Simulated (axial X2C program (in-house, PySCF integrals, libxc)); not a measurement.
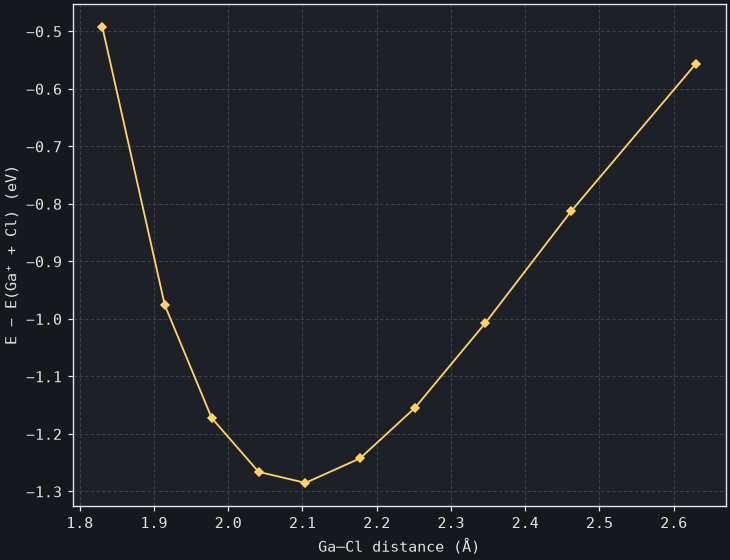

Figure 1. Energy at 10 bond lengths, for one set of occupations held fixed; the line joins the points. A polynomial of degree 6 through 9 points gives rₑ = 2.092 Å, ωₑ = 405.4 cm⁻¹, ωₑxₑ = 3.0 cm⁻¹ and Bₑ = 0.1660 cm⁻¹. The minimum lies 1.29 eV below Ga⁺ + Cl, each computed as one determinant at the same level.

## Run report: GaCl⁺, relativistic diatomic calculation

GaCl⁺, single determinant with M_S = 1/2 and |Λ| = 0. Computed at this level: PBEsol, spin-free X2C-1e, Ga dyall-cv3z, Cl dyall-av3z (cores contracted) (axial X2C program (in-house, PySCF integrals, libxc)).

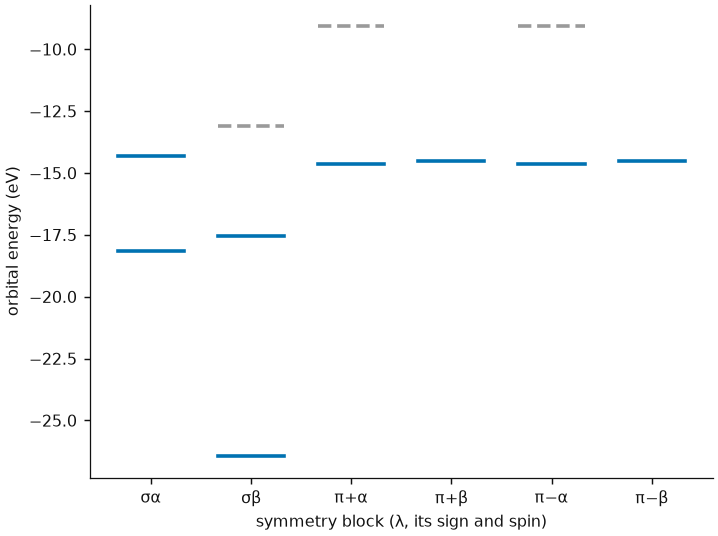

Figure 2. Orbital energies near the frontier at 2.10 Å, filled (solid) and empty (dashed); a label such as π−α means λ = −1 and α spin. The highest filled orbital (σα; 33 % Cl p, 33 % Ga s) lies at −14.31 eV, the lowest empty one (σβ; 37 % Ga s, 32 % Cl p) at −13.09 eV.

These pictures come from the run below.

## Input file
```
{"zs": [31, 17], "q": 1, "bas": ["dyall-cv3z", "dyall-av3z"], "levels": ["PBE0", "HF", "PBEsol"], "cc": true, "r0": 2.23, "thr": -1.0, "nmax": 90, "npts": 10, "nst": 2, "ntry": 6}
```

The line is the task of a batch: nuclear charges, charge, bases, the levels to run, a first guess of the distance and further settings. This report covers PBEsol without spin-orbit coupling. The log is that of the reference distance 2.104 Å.

The run was one of a batch that the task file lists, launched with:
```bash
python <driver script> task.json out
```

## Output
```
spin-free X2C-1e  PBEsol
basis functions 170  fitting functions 933  grid points 5081
iter        total energy     max residual
   1      -2402.648379727     6.31e-02
   2      -2402.652170834     1.55e-02
   3      -2402.647298007     2.21e-02
   4      -2402.654571726     2.32e-03
   5      -2402.654695976     1.33e-03
   6      -2402.654758162     5.34e-05
   7      -2402.654758189     2.55e-05
   8      -2402.654758208     3.94e-06
   9      -2402.654758208     1.15e-06
converged
one-electron -3596.16314882  Coulomb 1162.53782680  exact exchange 0.00000000  xc functional -101.57524900  nuclear repulsion 132.54581281
```

## The points of the curve

```tsv
R (Å)	E (hartree)	dipole (D; origin at the first atom, positive when the second is positive)	highest filled (eV)	lowest empty (eV)
1.831	−2402.625633	1.31	−13.97	−12.54
1.915	−2402.643403	1.15	−14.09	−12.73
1.978	−2402.650616	1.05	−14.17	−12.86
2.041	−2402.654054	0.96	−14.24	−12.99
2.104	−2402.654758	0.88	−14.31	−13.09
2.178	−2402.653189	0.82	−14.28	−13.20
2.251	−2402.649971	0.77	−14.09	−13.28
2.346	−2402.644561	0.76	−13.87	−13.35
2.462	−2402.637407	0.79	−13.64	−13.39
2.630	−2402.627964	0.89	−13.36	−13.35
```

## Key numbers

- outcome: converged
- bond length rₑ: 2.092 Å
- ωₑ: 405.4 cm⁻¹
- energy at the minimum: −2402.65479 hartree
- depth below the fragments: 1.29 eV
- largest ⟨S²⟩ along the curve: 0.75
- hardware: 1 thread of Arm Neoverse N1, 112 GiB of memory available, shared host
- wall time: 4.1 s
- peak memory: 0.58 GiB
